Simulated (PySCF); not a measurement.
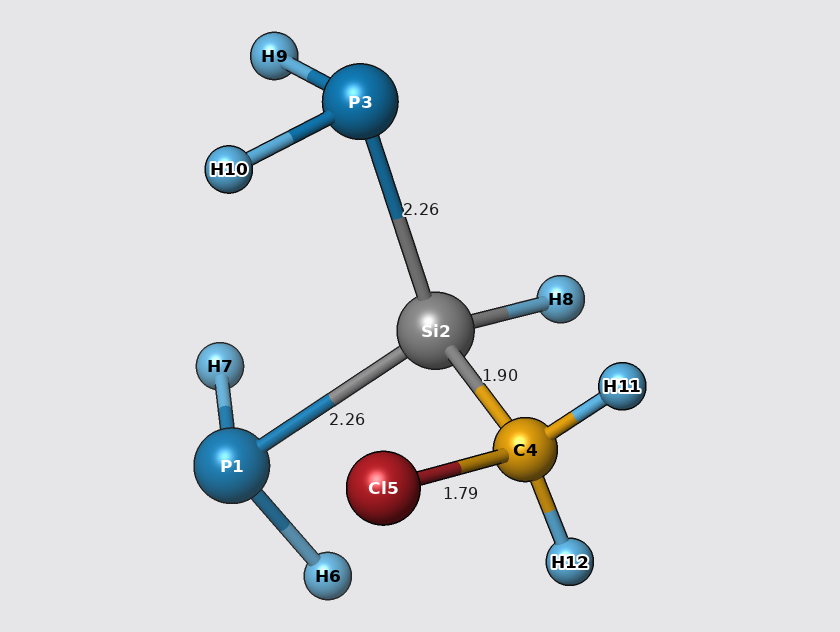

Bond lengths are marked in Å; every bond is drawn as one stick. The geometry was computed by an optimisation with PBE0-D3(BJ)/def2-SVP. No frequency run is at hand to confirm it as a minimum.

Q: Which of the marked bonds are single, double, triple or aromatic?

A: P1–Si2 single; Si2–P3 single; Si2–C4 single; C4–Cl5 single.

Q: Write the SMILES.

A: P[SiH](P)CCl
